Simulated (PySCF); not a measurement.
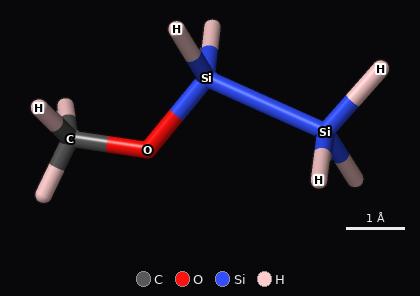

Figure 1. The structure as given in the input (stick view, seen at a tilt). Bond lengths as drawn: C–H 1.09 to 1.10 Å, C–O 1.41 Å, H–Si 1.49 Å, O–Si 1.65 Å and Si–Si 2.34 Å.

**GW calculation of CH8OSi2**

- system: CH8OSi2
- method: G0W0 (B3LYP)/ANO-RCC-VDZ, RKS, sfX2C (PySCF 2.14.0)

The geometry comes from this level: PBE0-D4/def2-TZVP.

**The program's output**
```
PySCF version 2.14.0

[INPUT] num. atoms = 12
[INPUT] num. electrons = 50
[INPUT] charge = 0
[INPUT] spin (= nelec alpha-beta = 2S) = 0
[INPUT] symmetry False subgroup None
[INPUT] Mole.unit = angstrom
[INPUT] Symbol           X                Y                Z      unit          X                Y                Z       unit  Magmom
[INPUT]  1 C     -0.061500000000   2.228300000000   0.510900000000 AA   -0.116218156661   4.210876723368   0.965461077040 Bohr   0.0
[INPUT]  2 O      0.254100000000   0.855200000000   0.547500000000 AA    0.480179408252   1.616093781728   1.034625053199 Bohr   0.0
[INPUT]  3 Si    -0.369600000000  -0.219300000000  -0.534400000000 AA   -0.698442775639  -0.414416939117  -1.009869640968 Bohr   0.0
[INPUT]  4 Si     0.496300000000  -2.320500000000   0.011400000000 AA    0.937871075622  -4.385109472053   0.021542877820 Bohr   0.0
[INPUT]  5 H      0.471600000000   2.724200000000   1.323700000000 AA    0.891194840345   5.147991908540   2.501430471087 Bohr   0.0
[INPUT]  6 H     -1.136500000000   2.395500000000   0.645800000000 AA   -2.147673740568   4.526838931396   1.220385131244 Bohr   0.0
[INPUT]  7 H      0.246300000000   2.684400000000  -0.437400000000 AA    0.465439544480   5.072780808782  -0.826566206885 Bohr   0.0
[INPUT]  8 H     -1.862600000000  -0.216400000000  -0.471000000000 AA   -3.519803879615  -0.408936733356  -0.890061004670 Bohr   0.0
[INPUT]  9 H     -0.002100000000   0.171700000000  -1.929000000000 AA   -0.003968424862   0.324465975588  -3.645281694286 Bohr   0.0
[INPUT] 10 H     -0.040300000000  -3.331600000000  -0.940900000000 AA   -0.076155962820  -6.295811556601  -1.778043310603 Bohr   0.0
[INPUT] 11 H      0.100600000000  -2.709100000000   1.391200000000 AA    0.190106448131  -5.119457044059   2.628986984495 Bohr   0.0
[INPUT] 12 H      1.980400000000  -2.317600000000  -0.083800000000 AA    3.742413617089  -4.379629266292  -0.158359049239 Bohr   0.0

nuclear repulsion = 220.415014547294
number of shells = 16
number of NR pGTOs = 252
number of NR cGTOs = 60
basis = ano-rcc-vdz
ecp = {}

******** <class 'pyscf.x2c.sfx2c1e.sfX2C1eRKS'> ********
method = sfX2C1eRKS
initial guess = minao
damping factor = 0
level_shift factor = 0
DIIS = <class 'pyscf.scf.diis.CDIIS'>
diis_start_cycle = 1
diis_space = 8
diis_damp = 0
SCF conv_tol = 1e-10
SCF conv_tol_grad = None
SCF max_cycles = 50
direct_scf = True
direct_scf_tol = 1e-13
XC library pyscf.dft.libxc version 7.0.0
    S. Lehtola, C. Steigemann, M. J.T. Oliveira, and M. A.L. Marques.,  SoftwareX 7, 1–5 (2018)
XC functionals = b3lyp
    P. J. Stephens, F. J. Devlin, C. F. Chabalowski, and M. J. Frisch.,  J. Phys. Chem. 98, 11623 (1994)
radial grids:
    Treutler-Ahlrichs [JCP 102, 346 (1995); DOI:10.1063/1.469408] (M4) radial grids

becke partition: Becke, JCP 88, 2547 (1988); DOI:10.1063/1.454033
pruning grids: <function nwchem_prune>
grids dens level: 4
symmetrized grids: False
atomic radii adjust function: <function treutler_atomic_radii_adjust>
small_rho_cutoff = 0

******** <class 'pyscf.x2c.sfx2c1e.SpinFreeX2CHelper'> ********
approx = 1e
xuncontract = 1
Set gradient conv threshold to 1e-05
Initial guess from minao.
tot grids = 240368
init E= -698.538934168988
  HOMO = -0.299566565461285  LUMO = -0.036109517610881  gap/eV = 7.16903
cycle= 1 E= -698.314023562617  delta_E= 0.225  |g|= 0.687  |ddm|= 4.15
  HOMO = -0.127892491034059  LUMO = -0.00525537644445251  gap/eV = 3.33713
cycle= 2 E= -697.974262067565  delta_E= 0.34  |g|= 1.46  |ddm|= 3.23
  HOMO = -0.290789904721311  LUMO = -0.00836848570015625  gap/eV = 7.68508
cycle= 3 E= -698.41404883437  delta_E= -0.44  |g|= 0.037  |ddm|= 2.55
  HOMO = -0.281821672137178  LUMO = -0.00441902659981852  gap/eV = 7.54851
cycle= 4 E= -698.414451688187  delta_E= -0.000403  |g|= 0.0216  |ddm|= 0.147
  HOMO = -0.284770131517153  LUMO = -0.00603952146216691  gap/eV = 7.58465
cycle= 5 E= -698.414616948995  delta_E= -0.000165  |g|= 0.00301  |ddm|= 0.0463
  HOMO = -0.285110710840367  LUMO = -0.00591844092008142  gap/eV = 7.59721
cycle= 6 E= -698.414619624752  delta_E= -2.68e-06  |g|= 0.00119  |ddm|= 0.0079
  HOMO = -0.285069766227505  LUMO = -0.00587557369545166  gap/eV = 7.59726
cycle= 7 E= -698.414619990823  delta_E= -3.66e-07  |g|= 0.00012  |ddm|= 0.00136
  HOMO = -0.285100415695266  LUMO = -0.00589551553115664  gap/eV = 7.59755
cycle= 8 E= -698.414619996501  delta_E= -5.68e-09  |g|= 2.17e-05  |ddm|= 0.000347
  HOMO = -0.285095617672821  LUMO = -0.00589403295474122  gap/eV = 7.59746
cycle= 9 E= -698.414619996686  delta_E= -1.85e-10  |g|= 5.48e-06  |ddm|= 7.07e-05
  HOMO = -0.285095143025997  LUMO = -0.00589383300614998  gap/eV = 7.59745
cycle= 10 E= -698.414619996697  delta_E= -1.08e-11  |g|= 1.5e-06  |ddm|= 1.39e-05
  HOMO = -0.285094907557891  LUMO = -0.00589383152927714  gap/eV = 7.59745
```

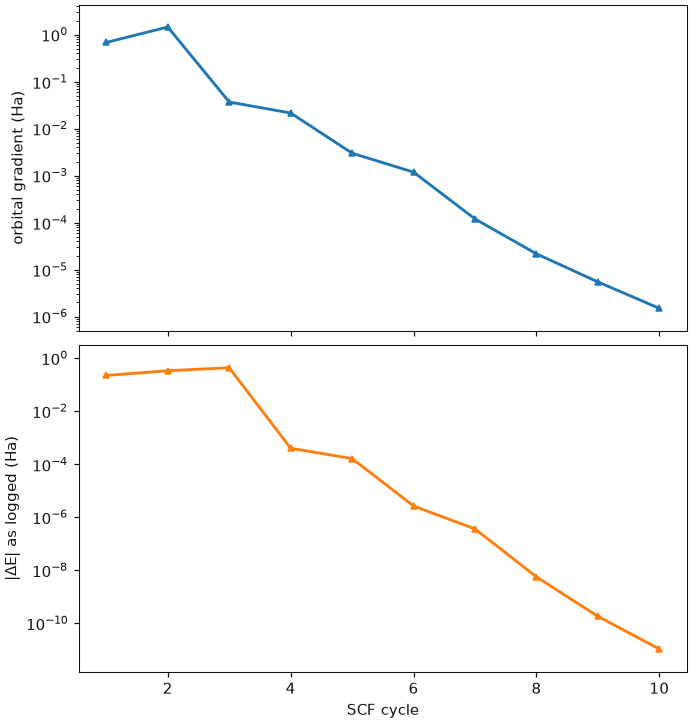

Figure 2. Convergence of the self-consistent field: orbital gradient and size of the energy change against the SCF cycle. The residual comes down, with one marked jump up, by a factor of about 2, at step 2.

```
Extra cycle  E= -698.414619996697  delta_E= -1.14e-13  |g|= 1.35e-06  |ddm|= 4.68e-06
converged SCF energy = -698.414619996697
E(B3LYP) = -698.414619997
ETB for H: l = 0, exps = 0.055924 * 2^n , n = 0..12
ETB for C: l = 0, exps = 0.06936 * 2^n , n = 0..15
ETB for C: l = 1, exps = 0.05636211493547772 * 2^n , n = 0..13
ETB for C: l = 2, exps = 0.0458 * 2^n , n = 0..11
ETB for Si: l = 0, exps = 0.061437 * 2^n , n = 0..18
ETB for Si: l = 1, exps = 0.05358733285208362 * 2^n , n = 0..15
ETB for Si: l = 2, exps = 0.0467406 * 2^n , n = 0..13
ETB for O: l = 0, exps = 0.134166 * 2^n , n = 0..15
ETB for O: l = 1, exps = 0.11002269394993017 * 2^n , n = 0..12
ETB for O: l = 2, exps = 0.090224 * 2^n , n = 0..10

WARN: Even tempered Gaussians are generated as DF auxbasis for  H Si O C

******** <class 'pyscf.gw.gw_ac.GWAC'> ********
method = GWAC
GW nocc = 25, nvir = 35
frozen orbitals = None
off-diagonal self-energy = False
GW density matrix = False
density-fitting for exchange = False
outcore for self-energy= False
broadening parameter = 5.000e-03
number of grids = 100
analytic continuation method = pade
imaginary frequency cutoff = 5.0
Pade points = 18
Pade step ratio = 0.667
use perturbative linearized QP eqn = False
QPE max iter = 100
QPE tolerance = 1.0e-06

Starting get_sigma_diag main loop with 100 frequency points.
   0    1    2    3    4    5    6    7    8    9   10   11
  12   13   14   15   16   17   18   19   20   21   22   23
  24   25   26   27   28   29   30   31   32   33   34   35
  36   37   38   39   40   41   42   43   44   45   46   47
  48   49   50   51   52   53   54   55   56   57   58   59
  60   61   62   63   64   65   66   67   68   69   70   71
  72   73   74   75   76   77   78   79   80   81   82   83
  84   85   86   87   88   89   90   91   92   93   94   95
  96   97   98   99
Finished get_sigma_diag main loop.

WARN: GW QP energies may not be sorted from min to max

orbital   mean field (eV)   quasiparticle (eV)
  24      -8.0048      -9.4877
  25      -7.7578      -9.2864
  26      -0.1604       2.2451
  27       0.2694       2.3405
```

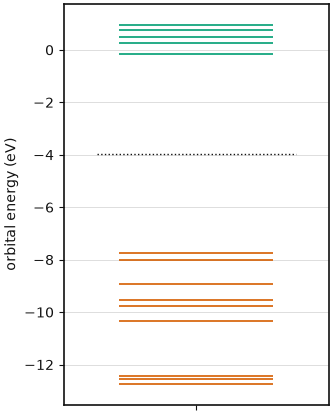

Figure 3. Orbital energies near the frontier; the dotted line parts filled from empty levels, and levels within 0.02 eV of each other stand side by side. Highest filled −7.76 eV, lowest empty −0.16 eV, 7.60 eV apart.

This output came from the following input.

**Input (calc.py)**
```python
from pyscf import gto, dft, gw

mol = gto.M(
    atom='start.xyz',
    charge=0,
    max_memory=1860,
    basis='ano-rcc-vdz',
    verbose=4,
)

myscf = dft.RKS(mol, xc='b3lyp')
myscf = myscf.sfx2c1e()
myscf.conv_tol = 1e-10
myscf.grids.level = 4
myscf.kernel()
if not myscf.converged:
    myscf = myscf.newton().run(myscf.mo_coeff, myscf.mo_occ)

energy = myscf.e_tot
print('E(%s) = %.9f' % ('B3LYP', energy))

nocc = mol.nelec[0]
orbs = list(range(max(0, nocc - 2), min(mol.nao, nocc + 2)))
mygw = gw.GW(myscf, freq_int='ac')
mygw.orbs = orbs
mygw.kernel()
print('orbital   mean field (eV)   quasiparticle (eV)')
for p in orbs:
    print('%4d %12.4f %12.4f' % (p + 1, myscf.mo_energy[p] * 27.211386, mygw.mo_energy[p] * 27.211386))
```

**File start.xyz**
```
12
CH8OSi2
C     -0.061500     2.228300     0.510900
O      0.254100     0.855200     0.547500
Si    -0.369600    -0.219300    -0.534400
Si     0.496300    -2.320500     0.011400
H      0.471600     2.724200     1.323700
H     -1.136500     2.395500     0.645800
H      0.246300     2.684400    -0.437400
H     -1.862600    -0.216400    -0.471000
H     -0.002100     0.171700    -1.929000
H     -0.040300    -3.331600    -0.940900
H      0.100600    -2.709100     1.391200
H      1.980400    -2.317600    -0.083800
```

Launch command:
```bash
OMP_NUM_THREADS=1 python calc.py
```

**Summary**

```tsv
quantity	value
outcome	converged
total energy	−698.414620 hartree
basis functions	60
HOMO	−7.76 eV
LUMO	−0.16 eV
dipole moment	1.42 D
hardware	1 thread of Arm Neoverse V2, 24 GiB of memory available, shared host
wall time	28 s
peak memory	0.37 GiB
```
